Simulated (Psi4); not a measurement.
# UHF/STO-3G run of HO2 (hydroperoxy)

What is the vertical electron affinity of HO2 (hydroperoxy) at UHF/STO-3G? Input form: an ASE script.

The results are computed with Psi4 1.11.

**1. The molecule**

HO2 has 3 atoms, charge 0, and is taken as a doublet. SMILES: `[O]O`. The coordinates come from a PBE0-D4/def2-TZVP relaxation.

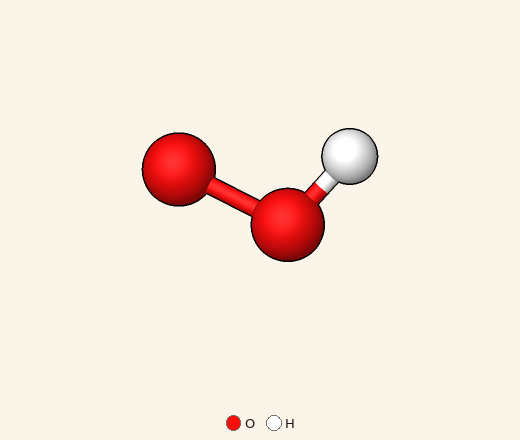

The structure, seen from a chosen angle (oxygen red, hydrogen white).

**2. The energy at UHF/STO-3G**

The input, run.py:

```python
import numpy as np
from ase.calculators.psi4 import Psi4
from ase import Atoms

atoms = Atoms(['O', 'O', 'H'], positions=[
    [-0.355150, 0.941950, -0.088650],
    [-0.244540, -0.359400, -0.172440],
    [0.599690, -0.582550, 0.261090],
])
calc = Psi4(atoms=atoms, method='hf', basis='STO-3G', memory='2200MB', num_threads=1, charge=0, multiplicity=2, label='psi4-calc', reference='uhf')
calc.psi4.set_options({'puream': True, 'e_convergence': 1e-09, 'd_convergence': 1e-08, 'scf_type': 'pk', 'maxiter': 100})
atoms.calc = calc

print(f'energy: {atoms.get_potential_energy():.6f} eV')
```

On the command line:

```console
$ python run.py
```

psi4-calc.dat:

```text
[...]
  Running in c1 symmetry.
[...]
  Nuclear repulsion =   32.530556905833272
[...]
  Multiplicity = 2
[...]
  Nalpha       = 9
  Nbeta        = 8
[...]
    Number of basis functions: 11
[...]
   @UHF iter   1:  -148.09766431087417   -1.21763e+00   2.60514e-02 DIIS/ADIIS
[...]
   @UHF iter  15:  -148.19291408144230   -8.24230e-13   4.67019e-09 DIIS
[...]
   @S^2 Observed:                7.534442475E-01
[...]
    Orbital Energies [Eh]
    ---------------------
    Alpha Occupied:
       1A    -20.362961     2A    -20.358334     3A     -1.496661
       4A     -1.103258     5A     -0.656155     6A     -0.636794
       7A     -0.542861     8A     -0.389579     9A     -0.388329
    Alpha Virtual:
      10A      0.552454    11A      0.635478
    Beta Occupied:
       1A    -20.360695     2A    -20.331638     3A     -1.435614
       4A     -1.004722     5A     -0.635218     6A     -0.517688
[...]
  @UHF Final Energy:  -148.19291408144230
   => Energetics <=
    Nuclear Repulsion Energy =             32.5305569058332722
    One-Electron Energy =                -270.4080375426666478
    Two-Electron Energy =                  89.6845665553911147
    Total Energy =                       -148.1929140814422681
  UHF NO Occupations:
  HONO-2 :    7  A 1.9999661
  HONO-1 :    8  A 1.9983104
[...]
 Multipole Moments:
 ------------------------------------------------------------------------------------
     Multipole            Electronic (a.u.)      Nuclear  (a.u.)        Total (a.u.)
 ------------------------------------------------------------------------------------
 L = 1.  Multiply by 2.5417464519 to convert [e a0] to [Debye]
 Dipole X            :         -0.2961488            0.8172667            0.5211179
 Dipole Y            :          0.6225152           -0.7939080           -0.1713928
 Dipole Z            :         -0.0919311            0.3558174            0.2638863
 Magnitude           :                                                    0.6087490
[...]
```

Standard output:

```text
energy: -4032.534591 eV
```

Run time: 8.1 s. Hardware: 1 thread of Intel Xeon at 2.50GHz (Skylake/Cascade Lake), shared host; peak memory 0.19 GiB.

**3. The singlet anion: energy and gradient at HF/STO-3G**

The input, ho2.xyz:

```xyz
3
HO2
O     -0.355150     0.941950    -0.088650
O     -0.244540    -0.359400    -0.172440
H      0.599690    -0.582550     0.261090
```

The input, run.py:

```python
import numpy as np
from ase.calculators.psi4 import Psi4
from ase.io import read

a = read('ho2.xyz')
calc = Psi4(atoms=a, method='scf', basis='STO-3G', memory='2200MB', num_threads=1, charge=-1, multiplicity=1, label='calc', reference='rhf')
calc.psi4.set_options({'puream': True, 'e_convergence': 1e-09, 'd_convergence': 1e-08, 'scf_type': 'pk'})
a.calc = calc

forces = a.get_forces()
print(f'energy: {a.get_potential_energy():.6f} eV')
print('forces / eV A^-1')
print(np.round(forces, 5))
```

On the command line:

```console
$ python run.py
```

calc.dat:

```text
[...]
  Running in c1 symmetry.
[...]
  Nuclear repulsion =   32.530556905833272
[...]
  Multiplicity = 1
[...]
  Nalpha       = 9
  Nbeta        = 9
[...]
    Number of basis functions: 11
[...]
   @RHF iter   1:  -147.81789618362458   -9.37859e-01   2.65545e-02 DIIS/ADIIS
[...]
   @RHF iter  10:  -147.91240099536955   -2.84217e-13   7.56120e-09 DIIS
[...]
    Orbital Energies [Eh]
    ---------------------
    Doubly Occupied:
       1A    -19.835092     2A    -19.504516     3A     -0.956109
       4A     -0.547869     5A     -0.180345     6A     -0.078788
       7A     -0.019373     8A      0.206343     9A      0.235513
[...]
  @RHF Final Energy:  -147.91240099536955
   => Energetics <=
    Nuclear Repulsion Energy =             32.5305569058332722
    One-Electron Energy =                -279.5254449359276236
    Two-Electron Energy =                  99.0824870347248066
    Total Energy =                       -147.9124009953695520
[...]
 Multipole Moments:
 ------------------------------------------------------------------------------------
     Multipole            Electronic (a.u.)      Nuclear  (a.u.)        Total (a.u.)
 ------------------------------------------------------------------------------------
 L = 1.  Multiply by 2.5417464519 to convert [e a0] to [Debye]
 Dipole X            :         -0.5270427            0.8172667            0.2902240
 Dipole Y            :          0.2636239           -0.7939080           -0.5302841
 Dipole Z            :         -0.2569087            0.3558174            0.0989087
 Magnitude           :                                                    0.6125472
[...]
  -Total Gradient:
     Atom            X                  Y                   Z
    ------   -----------------  -----------------  -----------------
       1        0.022278951138    -0.183993022838    -0.008242887683
       2        0.028704460522     0.160281252972     0.033292733781
       3       -0.050983411660     0.023711769866    -0.025049846098
[...]
```

On the terminal:

```text
energy: -4024.901441 eV
forces / eV A^-1
[[-1.14563  9.4613   0.42387]
 [-1.47604 -8.24199 -1.71198]
 [ 2.62167 -1.21931  1.28811]]
```

Wall time 8.1 s (1 thread of Intel Xeon at 2.50GHz (Skylake/Cascade Lake), shared host); peak memory 0.19 GiB.

**4. Summary of results**

Level: UHF/STO-3G.

```
                                                            quantity          value
                                           doublet HO2: total energy  -148.19291 Eh
                                          doublet HO2: dipole moment         1.55 D
                     doublet HO2: HOMO energy (highest over α and β)       -9.65 eV
                      doublet HO2: LUMO energy (lowest over α and β)        9.09 eV
                                                   doublet HO2: ⟨S²⟩          0.753
                                         singlet anion: total energy  -147.91240 Eh
                                          singlet anion: HOMO energy        6.41 eV
                                          singlet anion: LUMO energy       27.17 eV
singlet anion: HOMO–LUMO gap (to an unbound level, set by the basis)       20.76 eV
                             singlet anion: largest force on an atom     9.540 eV/Å
                   vertical electron affinity (to the singlet anion)      -7.633 eV
```

In words: The anion lies 7.63 eV (736 kJ/mol) above the neutral: the electron isn't bound at this level, and such a value depends on the basis. Without diffuse functions anions come out too high. Hartree–Fock misses the correlation that binds many anions. In a minimal basis such a difference can be off by several eV, whatever the method. The HOMO (singlet anion) lies at positive energy, 6.41 eV: the electron is unbound at this level or held by a compact basis; values depend on the basis.
